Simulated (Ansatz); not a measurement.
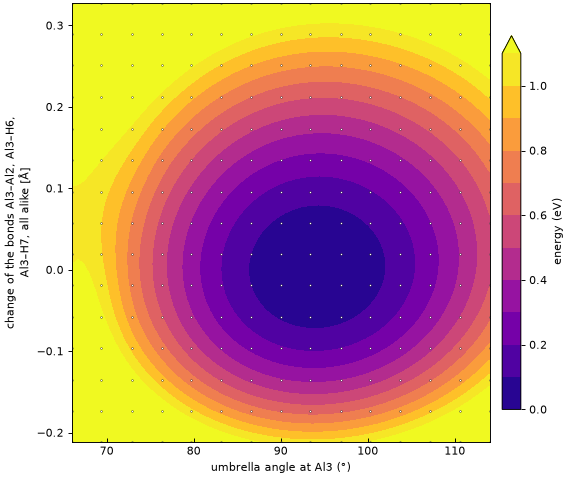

Energy landscape of Al₂H₄N, SMILES [NH2][Al][AlH2], spin multiplicity 2. First axis: umbrella angle at Al3 (between each of its bonds and their common axis; 90 is planar). Second axis: change of the bonds Al3–Al2, Al3–H6, Al3–H7, all alike. Nothing is relaxed (all other coordinates rigid). Grid: 15 × 15 points. Points are written as (first, second). Energies: eV, counted from the relaxed molecule at the same level. All numbers below come from UHF/def2-SVP (Ansatz).

In the figure: filled contours, dots at the grid points, one colour for all values above the top of the scale. Between grid points the surface is interpolated. 

**Where are the wells?**

The lowest grid point is at (93.4°, 0.019 Å), 0.007 eV from the relaxed molecule at the same level. No other kind of well shows on this grid. The highest grid point, (66.0°, −0.212 Å), lies 2.39 eV above the lowest. Round the minimum the two coordinates are nearly uncoupled.

The values on the grid:

```tsv
second ↓, first →	66.0	69.4	72.9	76.3	79.7	83.1	86.6	90.0	93.4	96.9	100.3	103.7	107.1	110.6	114.0
0.328	1.81	1.79	1.74	1.65	1.54	1.43	1.34	1.29	1.25	1.25	1.27	1.31	1.37	1.45	1.55
0.289	1.64	1.61	1.55	1.44	1.32	1.20	1.11	1.05	1.02	1.02	1.04	1.09	1.15	1.24	1.35
0.251	1.49	1.46	1.38	1.25	1.11	0.99	0.90	0.84	0.81	0.81	0.83	0.89	0.96	1.06	1.17
0.212	1.35	1.32	1.22	1.07	0.92	0.79	0.69	0.63	0.60	0.61	0.64	0.69	0.77	0.88	1.01
0.173	1.24	1.19	1.08	0.91	0.74	0.61	0.51	0.45	0.42	0.43	0.46	0.52	0.61	0.72	0.86
0.135	1.15	1.10	0.96	0.77	0.60	0.46	0.36	0.30	0.27	0.28	0.31	0.38	0.47	0.60	0.74
0.096	1.09	1.03	0.86	0.65	0.48	0.34	0.23	0.17	0.14	0.15	0.19	0.26	0.37	0.50	0.65
0.058	1.07	1.00	0.79	0.57	0.39	0.25	0.15	0.08	0.06	0.07	0.11	0.19	0.29	0.43	0.59
0.019	1.08	1.00	0.76	0.53	0.35	0.21	0.10	0.03	0.01	0.02	0.07	0.15	0.26	0.40	0.57
−0.019	1.15	1.04	0.77	0.54	0.36	0.21	0.10	0.03	0.01	0.02	0.07	0.15	0.27	0.42	0.60
−0.058	1.27	1.12	0.84	0.61	0.42	0.27	0.16	0.09	0.06	0.08	0.13	0.22	0.34	0.50	0.68
−0.096	1.45	1.26	0.97	0.73	0.54	0.39	0.27	0.21	0.18	0.20	0.25	0.34	0.47	0.63	0.82
−0.135	1.70	1.47	1.18	0.94	0.74	0.58	0.47	0.40	0.38	0.40	0.45	0.55	0.68	0.85	1.04
−0.173	2.00	1.76	1.46	1.22	1.02	0.86	0.75	0.68	0.65	0.67	0.73	0.83	0.96	1.14	1.34
−0.212	2.40	2.15	1.85	1.60	1.40	1.24	1.13	1.06	1.03	1.05	1.11	1.21	1.35	1.53	1.74
```

Time for the 225 points that were run: 13 min on 1 thread of Arm Neoverse N1 (shared host).
